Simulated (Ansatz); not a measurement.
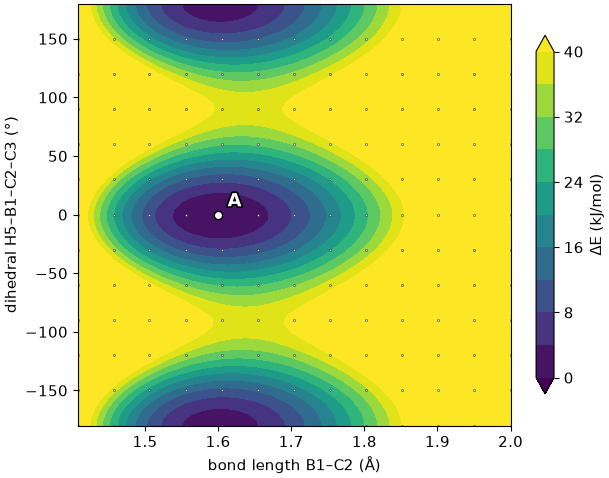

C₂H₄BO, SMILES BC=C=[OH+], charge +1. 
- First axis: bond length B1–C2. Second axis: dihedral H5–B1–C2–C3.
- Nothing is relaxed (all other coordinates rigid).
- The scan uses a 13 × 12 grid.
- Points are written as (first, second).
- Energies are in kJ/mol, from the lowest grid point.
- Computed with RKS B3LYP-D4/def2-TZVP in Ansatz.

Drawn: filled contours, dots at the grid points, one colour for all values above the top of the scale, the well A. Between grid points the surface is interpolated.

> Estimate the position of the minimum and the force constants in these coordinates. Take the well at A.

The interpolated minimum is at bond length B1–C2 ≈ 1.600 Å, dihedral H5–B1–C2–C3 ≈ 0°. The curvatures there are about 19 eV/Å² and 0.73 eV/rad², with a cross term of about 0 eV/(Å·rad). Round the minimum the two coordinates are nearly uncoupled. (1 eV is 96.5 kJ/mol.)
